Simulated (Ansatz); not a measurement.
**Profile along the B–B line in YB12 (space group Fm-3m)**

YB12 (space group Fm-3m)

```xyz
13
Lattice="0.0000 3.7287 3.7287 3.7287 0.0000 3.7287 3.7287 3.7287 0.0000" Properties=species:S:1:pos:R:3 pbc="T T T"
Y      0.0000     0.0000     0.0000
B      2.4698     3.7287     2.4698
B      4.9877     3.7287     4.9877
B      3.7287     2.4698     2.4698
B      3.7287     4.9877     4.9877
B      4.9877     3.7287     2.4698
B      2.4698     3.7287     4.9877
B      3.7287     4.9877     2.4698
B      3.7287     2.4698     4.9877
B      2.4698     2.4698     3.7287
B      4.9877     4.9877     3.7287
B      2.4698     4.9877     3.7287
B      4.9877     2.4698     3.7287
```

Fields along a shortest B–B line of a {100} plane (1.71 Å), from B to B, interpolated on the slice's grid (step about 0.3 Å). Calculation: PBEsol (plane waves to 420 eV, PAW, scalar-relativistic; Ansatz, a program for electronic structure). k mesh 9×9×9. These are valence fields of a PAW run, semicore shells included where kept as valence: close to a nucleus they are smooth pseudo fields. YB12 is run without spin polarisation. YB12 was relaxed with its symmetry unable to fall.

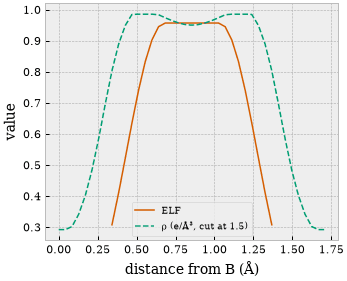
Fig. 1. ELF (away from the nuclei) and valence density from B to B.

Density on the B–B line (1.71 Å) at its midpoint: 0.95 e/Å³. ELF at that point: 1.0. ELF maximum in the middle third of the B–B line: 0.96, 0.9 Å from B.
